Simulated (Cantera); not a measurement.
Input: 1 mol SiC, a varied amount of H₂, equilibrated at 2975 K and 75.0 Torr.

Method: chemical equilibrium by Gibbs-energy minimisation in Cantera with the NASA 1993 tables (ideal gas, pure condensed phases). Candidate condensed phases: C, C₆H₆, C₇H₈, C₈H₁₈, Si, SiC; 87 gas species. Gases not in the tables: Si₂H₆ and higher silanes. The numbers say what is thermodynamically allowed, not how fast it happens.

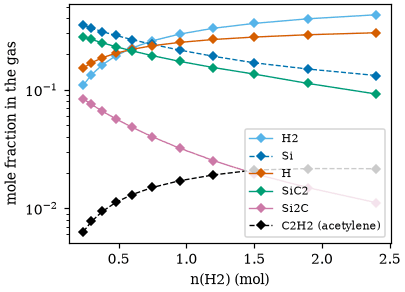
Figure: Equilibrium gas composition (values under 1e-9 drawn at 1e-9)

Read off the mole fractions at 0.6 mol H₂.

Si about 0.26, H₂ about 0.23, H about 0.22, SiC₂ about 0.21, Si₂C about 0.048, C₂H₂ (acetylene) about 0.013.
